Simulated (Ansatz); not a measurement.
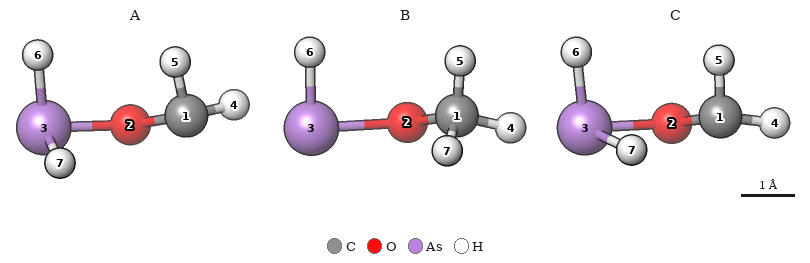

3 geometries from a converged minimum-energy path of CH$_{4}$AsO (charge −1), shuffled. Style: ball-and-stick. Shown at a tilt.

Method: Ansatz 0.2.0, RKS B3LYP-D4/def2-SVP. Set-up: 9 movable images; climbing image; force threshold 0.05 eV/Å; iteration limit 60; starting path through a guess of the saddle point.

Which frame is the transition state?

C. In order along the path, whose images run from 0 to 10: A (image 0, 0.0 kcal/mol), C (image 3, +2.2 kcal/mol), B (image 9, −49.5 kcal/mol). A hydrogen atom shifts from one atom to another. Breaking: As3–H7 (1.57 → 1.66 at the top → 2.97 Å). Forming: C1–H7 (2.72 → 2.00 at the top → 1.12 Å).

Limits of the set-up: the basis has no diffuse functions, which an anion needs.

The run took 4.6 min on 1 thread of Arm Neoverse V1, on a shared host, peak memory 0.16 GiB.
